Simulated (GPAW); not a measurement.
## TiO2 (P4_2/mnm): refractive index against wavelength

The refractive index of TiO2 (P4_2/mnm) along x below the direct gap (1.80 eV on the mesh) is read from one computed spectrum, n = √(Re ε). x, y and z are the Cartesian axes of the input cell.

Cell: a, b, c = 4.592, 4.592, 2.957 Å (primitive vectors), 6 atoms.

Method: GPAW 26.7.0, LDA, RPA, k-mesh 7×7×10, local fields up to 50 eV, Lorentzian half width 0.15 eV.

Launch of the response step: `OMP_NUM_THREADS=1 python df.py`. The run took 7.0 min, its band step included, on 1 thread of Arm Neoverse V1 (shared host).

| wavelength (nm) | photon energy E (eV) | n |
| --- | --- | --- |
| 3000 | 0.413 | 2.6221 |
| 2000 | 0.620 | 2.6348 |
| 1550 | 0.800 | ? |
| 1310 | 0.946 | 2.6670 |
| 1064 | 1.165 | 2.6984 |

In the single-oscillator model n² − 1 = E₀E_d/(E₀² − E²), so 1/(n² − 1) = E₀/E_d − E²/(E₀E_d) is linear in E².

Working, on the rows shown:

| x = E² (eV²) | y = 1/(n² − 1) |
| --- | --- |
| 0.170801 | 0.170201 |
| 0.384302 | 0.168289 |
| 0.895757 | 0.163589 |
| 1.35784 | 0.159201 |

Means: x̄ = 0.70218, ȳ = 0.16532. Σ(x − x̄)(y − ȳ) = -0.007884, Σ(x − x̄)² = 0.8508. Slope = -0.007884 / 0.8508 = -0.009267; intercept = ȳ − slope · x̄ = 0.17183. Turned back into n, the line misses the rows shown by at most 0.00044.

Fill in the last column of the withheld row.

At x = 0.63984 the line gives y = 0.1659, that is 2.6510. The run gave 2.6506, so the interpolation is off by 0.0004, 0.5 % of the range in the table.

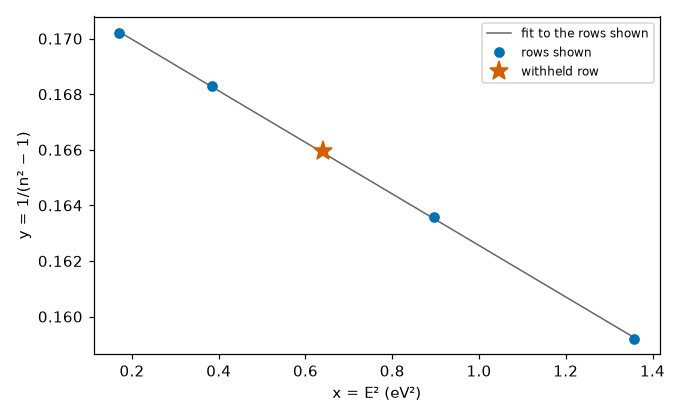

Refitted with all rows, the slope is -0.009271 and the intercept 0.17184. These give E₀ = √(intercept/−slope) = 4.31 eV and E_d = E₀/intercept = 25.1 eV; E₀ is 2.4 times the direct gap. The electronic limit at long wavelengths, without lattice vibrations, is n = √(1 + 1/intercept) = 2.611. Excitons are left out; LDA gaps are as a rule too small. The values come from a sum over the points of one k-mesh and carry its error, which grows as the direct gap shrinks. This version of GPAW has incomplete matrix elements in the optical limit, which can lower ε − 1 by up to a tenth where first-row anions or d states rule.
